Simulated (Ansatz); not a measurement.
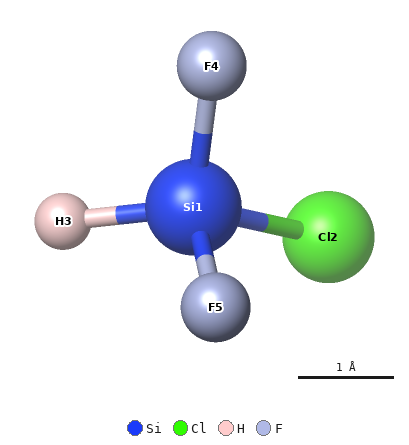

*The input geometry (ball-and-stick view, seen at a tilt; atoms are numbered from 1 in the order of the input).*

SiHClF2: nudged elastic band

The run: nudged elastic band of SiHClF2. Method and program: RKS PBE/def2-SVP (Ansatz 0.2.0).

One setting was made poor on purpose. It belongs to a series of runs on one base structure; here: band between the two ends. Figures and captions count atoms from 1; the log counts them from 0 in places.

The input
```yaml
crystal:
  periodic: [false, false, false]
  atoms:
    - { symbol: Si, position_ang: [0.316586, 0.0, 0.106818] }
    - { symbol: Cl, position_ang: [0.642906, 0.0, 2.127697] }
    - { symbol: H, position_ang: [1.587334, 0.0, -0.657394] }
    - { symbol: F, position_ang: [-0.558713, 1.305681, -0.282861] }
    - { symbol: F, position_ang: [-0.558713, -1.305681, -0.282861] }
basis:
  gaussian: { orbitals: def2-SVP }
hamiltonian:
  xc: pbe
neb:
  order_check: false
  images: 7
  f_tol: 0.05
  max_iterations: 10
  final_atoms:
    - { symbol: Si, position_ang: [-0.32620526, 0.00015324, -0.85719909] }
    - { symbol: Cl, position_ang: [1.5716003, 0.00019439, 1.6050584] }
    - { symbol: H, position_ang: [2.57638672, -0.00028839, 0.78226319] }
    - { symbol: F, position_ang: [-1.19628706, 1.26646136, -0.25911808] }
    - { symbol: F, position_ang: [-1.19609469, -1.26652061, -0.25960542] }
  initial_path:
    images:
      - { positions_ang: [[0.316586, 0.0, 0.106818], [0.642906, 0.0, 2.127697], [1.587334, 0.0, -0.657394], [-0.558713, 1.305681, -0.282861], [-0.558713, -1.305681, -0.282861]] }
      - { positions_ang: [[0.23747741, 0.0, 0.08005991], [0.79967656, 0.0, 2.08410716], [1.60449123, 0.0, -0.46333891], [-0.6061226, 1.30361075, -0.34471458], [-0.6061226, -1.30361075, -0.34471458]] }
      - { positions_ang: [[0.15836882, 0.0, 0.05330183], [0.95644713, 0.0, 2.04051733], [1.62164846, 0.0, -0.26928383], [-0.6535322, 1.3015405, -0.40656816], [-0.6535322, -1.3015405, -0.40656816]] }
      - { positions_ang: [[0.07926023, 0.0, 0.02654374], [1.11321769, 0.0, 1.99692749], [1.63880569, 0.0, -0.07522874], [-0.70094181, 1.29947025, -0.46842175], [-0.70094181, -1.29947025, -0.46842175]] }
      - { positions_ang: [[0.00015164, 0.0, -0.00021435], [1.26998826, 0.0, 1.95333766], [1.65596291, 0.0, 0.11882634], [-0.74835141, 1.2974, -0.53027533], [-0.74835141, -1.2974, -0.53027533]] }
      - { positions_ang: [[-0.08143758, 3.831e-05, -0.21446053], [1.34539127, 4.86e-05, 1.86626784], [1.88606886, -7.21e-05, 0.28468555], [-0.86033532, 1.28966534, -0.46248601], [-0.86028723, -1.28968015, -0.46260785]] }
      - { positions_ang: [[-0.16302681, 7.662e-05, -0.42870672], [1.42079428, 9.72e-05, 1.77919803], [2.11617482, -0.00014419, 0.45054477], [-0.97231923, 1.28193068, -0.3946967], [-0.97222305, -1.2819603, -0.39494038]] }
      - { positions_ang: [[-0.24461604, 0.00011493, -0.6429529], [1.49619729, 0.00014579, 1.69212821], [2.34628077, -0.00021629, 0.61640398], [-1.08430315, 1.27419602, -0.32690739], [-1.08415887, -1.27424046, -0.3272729]] }
      - { positions_ang: [[-0.32620526, 0.00015324, -0.85719909], [1.5716003, 0.00019439, 1.6050584], [2.57638672, -0.00028839, 0.78226319], [-1.19628706, 1.26646136, -0.25911808], [-1.19609469, -1.26652061, -0.25960542]] }
```

Run on 1 thread of AMD EPYC (Zen 3), 192 GiB of memory available, shared host.

Launched with:
```bash
ansatz run input.yaml --threads 1 --pin off --max-ram 2048MiB --backend cpu --events-out ev --progress --plain --runs-dir out
```

The program's output
```
Engine: ansatz 0.2.0, x86_64-unknown-linux-gnu
Functional definition: PBE
  parameter kappa = 0.804
  parameter beta = 0.06672455060314922
  exchange = pbe_x(kappa = kappa, mu = beta*pi^2/3)
  correlation = pbe_c(beta = beta)
745 factors; their error is unknown
mean field evaluation 1: about -25827.0394 eV, gradient 4.2e1 eV
mean field evaluation 2: about -25818.2203 eV, gradient 8.7e1 eV
mean field evaluation 4: about -25829.7314 eV, gradient 1.6e0 eV
mean field evaluation 8: about -25829.7427 eV, gradient 2.3e-2 eV
mean field evaluation 16: about -25829.6833 eV, gradient 4.8e-5 eV
mean field -25829.68329462 eV, -949.2233530893 hartree, gradient 2.2e-5 eV, S^2 0.000000; 0 other end points of the search recorded, 0 dependent functions left out
the calculation of the forces begins
reference -25829.68331958 eV, -949.2233540064 hartree; 25, 25 occupied and 44, 44 virtual orbitals, 745 factors
745 factors; their error is unknown
mean field evaluation 32: about -25827.4910 eV, gradient 1.3e-4 eV
mean field -25827.49101958 eV, -949.1427884674 hartree, gradient 2.7e-5 eV, S^2 0.000000; 0 other end points of the search recorded, 0 dependent functions left out
[... from here on the field's lines of each further geometry are left out, up to the last ...]
NEB iter   1: max|band force component| = 7.609e0 eV/Å  barrier→ = 4.1596 eV  barrier← = 1.9673 eV  Δτ_max = 0.1904 Å  (233 SCF iters)
NEB iter   2: max|band force component| = 4.613e0 eV/Å  barrier→ = 3.2103 eV  barrier← = 1.0180 eV  Δτ_max = 0.1972 Å  (211 SCF iters)
NEB iter   3: max|band force component| = 4.364e0 eV/Å  barrier→ = 2.9971 eV  barrier← = 0.8048 eV  Δτ_max = 0.1038 Å  (214 SCF iters)
NEB iter   4: max|band force component| = 1.211e0 eV/Å  barrier→ = 2.7331 eV  barrier← = 0.5409 eV  Δτ_max = 0.1914 Å  (202 SCF iters)
NEB iter   5: max|band force component| = 1.962e0 eV/Å  barrier→ = 2.7309 eV  barrier← = 0.5387 eV  Δτ_max = 0.1000 Å  (210 SCF iters)
NEB iter   6: max|band force component| = 6.669e-1 eV/Å  barrier→ = 2.7039 eV  barrier← = 0.5116 eV  Δτ_max = 0.0544 Å  (191 SCF iters)
NEB iter   7: max|band force component| = 5.805e-1 eV/Å  barrier→ = 2.7032 eV  barrier← = 0.5109 eV  CI = image 4  Δτ_max = 0.0742 Å  (191 SCF iters)
NEB iter   8: max|band force component| = 2.622e-1 eV/Å  barrier→ = 2.7266 eV  barrier← = 0.5343 eV  CI = image 4  Δτ_max = 0.0133 Å  (188 SCF iters)
NEB iter   9: max|band force component| = 1.117e-1 eV/Å  barrier→ = 2.7239 eV  barrier← = 0.5317 eV  CI = image 4  Δτ_max = 0.0103 Å  (178 SCF iters)
the calculation of the forces begins
reference -25827.46370376 eV, -949.1417846296 hartree; 25, 25 occupied and 44, 44 virtual orbitals, 745 factors
745 factors; their error is unknown
mean field -25826.96026991 eV, -949.1232837766 hartree, gradient 2.5e-5 eV, S^2 0.000000; 1 other end points of the search recorded, 0 dependent functions left out
the calculation of the forces begins
reference -25826.96029595 eV, -949.1232847336 hartree; 25, 25 occupied and 44, 44 virtual orbitals, 745 factors
NEB iter  10: max|band force component| = 4.460e-2 eV/Å  barrier→ = 2.7230 eV  barrier← = 0.5307 eV  CI = image 4  Δτ_max = 0.0000 Å  (357 SCF iters)
```

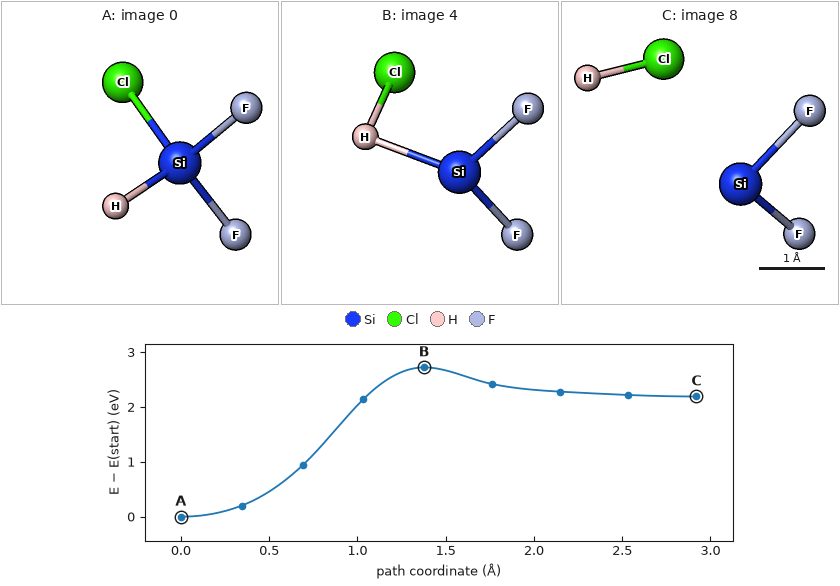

*Images of the last band (counted from 0; ball-and-stick, seen at a tilt) above the energy along the path; the line is a cubic interpolation that uses the forces.*

The highest image is number 4, 2.723 eV above the start and 0.531 eV above the end (the climbing image); the end lies 2.192 eV above the start. The path is 2.92 Å long. The band converged in 10 iterations.

```
Total energy: -25826.96029595 eV, -949.1232847336 hartree
Atom 0 at     0.183200    -0.000000    -0.436103 Å, force     0.036607     0.000020    -0.022104 eV/Å
Atom 1 at     1.195870    -0.000005     1.848469 Å, force     0.018164     0.000001     0.044497 eV/Å
Atom 2 at     1.647509     0.000004     0.293721 Å, force    -0.033005    -0.000008    -0.021081 eV/Å
Atom 3 at    -0.798588     1.298021    -0.347339 Å, force    -0.010882    -0.018902    -0.000657 eV/Å
Atom 4 at    -0.798592    -1.298019    -0.347349 Å, force    -0.010884     0.018889    -0.000654 eV/Å
Dipole moment:     0.199971    -0.000000    -0.268482 e Å
this run last wrote the band of iteration 10 to [file]
```

The last band as extended XYZ (Å, eV, eV/Å)
```
5
Properties=species:S:1:pos:R:3:forces:R:3 image=0 energy=-25829.68329
Si    0.3166    0.0000    0.1068    0.0022   0.0000  -0.0006
Cl    0.6429    0.0000    2.1277   -0.0004   0.0000   0.0016
H     1.5873    0.0000   -0.6574    0.0001   0.0000  -0.0007
F    -0.5587    1.3057   -0.2829   -0.0010   0.0004  -0.0001
F    -0.5587   -1.3057   -0.2829   -0.0010  -0.0004  -0.0001
5
Properties=species:S:1:pos:R:3:forces:R:3 image=1 energy=-25829.48102
Si    0.2676    0.0000    0.0696    0.1439   0.0001   0.3722
Cl    0.8067    0.0000    2.0479   -0.5457   0.0000   0.3658
H     1.6548    0.0000   -0.4281   -0.1356   0.0000  -0.9137
F    -0.6498    1.2752   -0.3390    0.2687  -0.0053   0.0879
F    -0.6498   -1.2752   -0.3390    0.2687   0.0053   0.0879
5
Properties=species:S:1:pos:R:3:forces:R:3 image=2 energy=-25828.74638
Si    0.2302    0.0000   -0.0319    0.2060   0.0000   1.6714
Cl    0.9480    0.0000    1.9508   -1.1740   0.0000   0.5841
H     1.6926    0.0000   -0.1735    0.0764   0.0000  -2.1552
F    -0.7207    1.2767   -0.3670    0.4458  -0.1277  -0.0501
F    -0.7207   -1.2767   -0.3670    0.4458   0.1277  -0.0501
5
Properties=species:S:1:pos:R:3:forces:R:3 image=3 energy=-25827.53925
Si    0.2100    0.0000   -0.2178    0.2380   0.0000   2.0364
Cl    1.0704    0.0000    1.8892   -1.1532   0.0000   0.3780
H     1.6835    0.0000    0.0724    0.3428   0.0000  -2.0811
F    -0.7672    1.2906   -0.3661    0.2862  -0.0732  -0.1667
F    -0.7672   -1.2906   -0.3662    0.2862   0.0732  -0.1667
5
Properties=species:S:1:pos:R:3:forces:R:3 image=4 energy=-25826.96027
Si    0.1832    0.0000   -0.4361    0.0366   0.0000  -0.0221
Cl    1.1959    0.0000    1.8485    0.0182   0.0000   0.0445
H     1.6475    0.0000    0.2937   -0.0330   0.0000  -0.0211
F    -0.7986    1.2980   -0.3473   -0.0109  -0.0189  -0.0007
F    -0.7986   -1.2980   -0.3473   -0.0109   0.0189  -0.0007
5
Properties=species:S:1:pos:R:3:forces:R:3 image=5 energy=-25827.26442
Si    0.0732    0.0000   -0.6652   -0.1335   0.0000  -0.4377
Cl    1.4019    0.0000    1.8094    0.2879   0.0000  -0.0410
H     1.7029    0.0000    0.4798    0.0907   0.0000   0.4798
F    -0.8743    1.2876   -0.3063   -0.1225  -0.0101  -0.0005
F    -0.8743   -1.2876   -0.3064   -0.1225   0.0101  -0.0005
5
Properties=species:S:1:pos:R:3:forces:R:3 image=6 energy=-25827.40304
Si   -0.0778    0.0000   -0.7762   -0.0760   0.0000  -0.0258
Cl    1.5551   -0.0001    1.8196    0.0572   0.0000  -0.0178
H     1.9562    0.0000    0.5729    0.1124   0.0000   0.1099
F    -1.0021    1.2731   -0.3024   -0.0468   0.0016  -0.0332
F    -1.0020   -1.2731   -0.3025   -0.0468  -0.0016  -0.0332
5
Properties=species:S:1:pos:R:3:forces:R:3 image=7 energy=-25827.46367
Si   -0.2011    0.0001   -0.8006   -0.0330   0.0000  -0.0123
Cl    1.5627   -0.0001    1.7235   -0.0124   0.0000  -0.0218
H     2.2852    0.0000    0.6440    0.1087   0.0000   0.0477
F    -1.1087    1.2703   -0.2776   -0.0317  -0.0009  -0.0068
F    -1.1087   -1.2703   -0.2778   -0.0317   0.0009  -0.0068
5
Properties=species:S:1:pos:R:3:forces:R:3 image=8 energy=-25827.49102
Si   -0.3262    0.0002   -0.8572    0.0027   0.0000   0.0021
Cl    1.5716    0.0002    1.6051   -0.0085   0.0000   0.0015
H     2.5764   -0.0003    0.7823    0.0041   0.0000  -0.0051
F    -1.1963    1.2665   -0.2591    0.0008  -0.0043   0.0007
F    -1.1961   -1.2665   -0.2596    0.0009   0.0043   0.0008
```

Results in brief

| quantity | value |
| --- | --- |
| outcome | converged |
| barrier, forward | 2.723 eV |
| barrier, backward | 0.531 eV |
| wall time | 95 s |
| peak memory | 0.13 GiB |

Notes

A deliberately poor setting: few iterations. The order of the saddle point was not checked.
